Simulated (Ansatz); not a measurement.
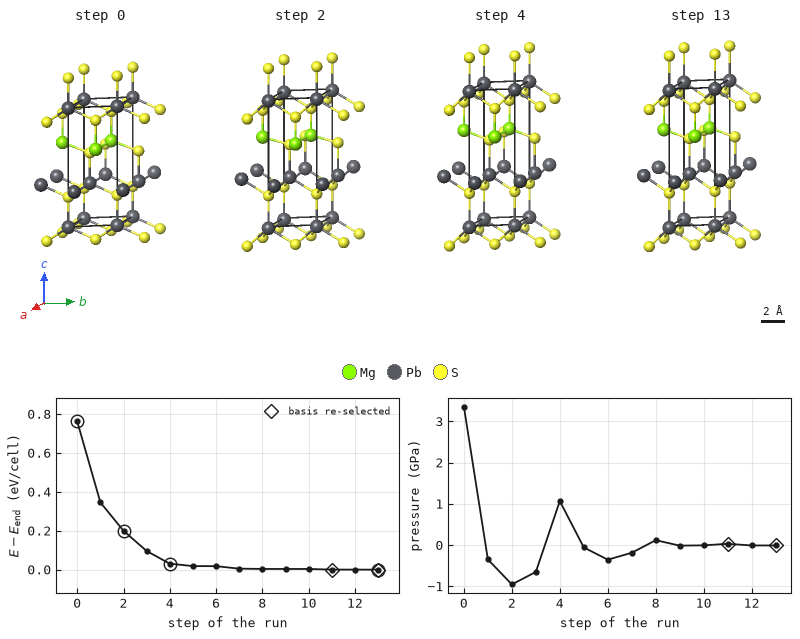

Frames of a relaxation of crystalline MgPb2S3 (built on the MnCd2Te3-156 type type), marked on the history of the run. The picture is a ball-and-stick view of the cell of the calculation, seen slightly off an axis.

All numbers below come from DFT, PBEsol, plane waves, PAW (Ansatz). (plane-wave cutoff 420 eV; k-point mesh 6 × 6 × 2; occupations fermi dirac; smearing width 0.03 eV; no spin polarisation; cell and atoms relaxed; force threshold 0.01 eV/Å; at most 120 steps)

Question: What happens along the run?

Answer: The energy falls by 0.762 eV per cell of the calculation in 11 accepted moves (13 points after the start). Largest force component: 1.4 eV/Å at the start, 0.0029 eV/Å at the end. The pressure goes from 3.36 to −0.01 GPa. At 2 points the geometry stayed and the basis and grid were re-selected for the new cell (energy shift of 3.3 meV per cell of the calculation at most each time). The atom that moves furthest relative to the cell is an S atom (0.40 Å along −c). Largest moves by element: S 0.40 Å, Pb 0.25 Å, Mg 0.05 Å. The volume changes by +0.5 %, with a = b 4.368 → 4.081 Å (−6.5 %), c 10.614 → 12.219 Å (+15.1 %). Among the contacts that change: Pb–S 2.701 → 3.148 Å, Pb–S 2.691 → 3.085 Å, Mg–S 2.635 → 2.444 Å, Pb–S 2.686 → 2.748 Å. Bond angles that change, for instance: S–Pb–S 108.8° → 95.9°, Pb–S–Pb 108.8° → 95.9°, S–Pb–S 108.6° → 96.5°. The space group stays P3m1 (No. 156). From step 0 to 2: an S atom moves most (0.39 Å), volume +4.3 %, energy −0.562 eV per cell of the calculation. From step 2 to 4: an S atom moves most (0.09 Å), volume −5.5 %, energy −0.169 eV per cell of the calculation. From step 4 to 13: an S atom moves most (0.06 Å), volume +2.0 %, energy −30.5 meV per cell of the calculation.
